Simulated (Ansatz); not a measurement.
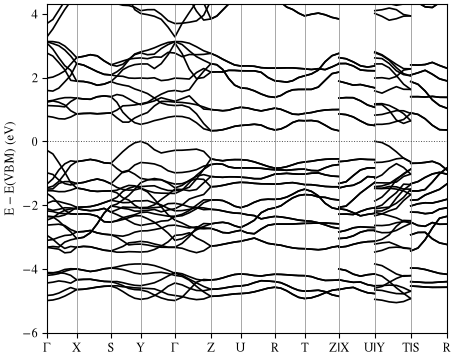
Fig. 1. Band structure from DFT-PBE in the program Ansatz with PAW potentials

The gap is 0.32 eV; an edge lies off the plotted path or next to a special point (maximum at Y, minimum on the Γ–Z line, 95 % of the way from Γ).

Task: Which compound is it?
A) FeS2, Pnnm (Fe on 2a, S on 4g)
B) Zn3P4W, Pmn2_1 (Pearson symbol oP16)
C) Ga2O3, Pna2_1 (Pearson symbol oP40)

Result: B, Zn3P4W, Pmn2_1 (Pearson symbol oP16)

The start of the workflow was typed in or built on a structure type; neither database checked (COD, Materials Project) lists it. Whether it is the stable phase at ambient conditions was not checked. The cell was relaxed with PBE under the symmetry of its start; its stability against distortions is not shown here. No spin polarisation was allowed. Scalar-relativistic: spin–orbit coupling is off unless named, which matters more the heavier the elements.

Potentials: the later of the program's two PAW sets.
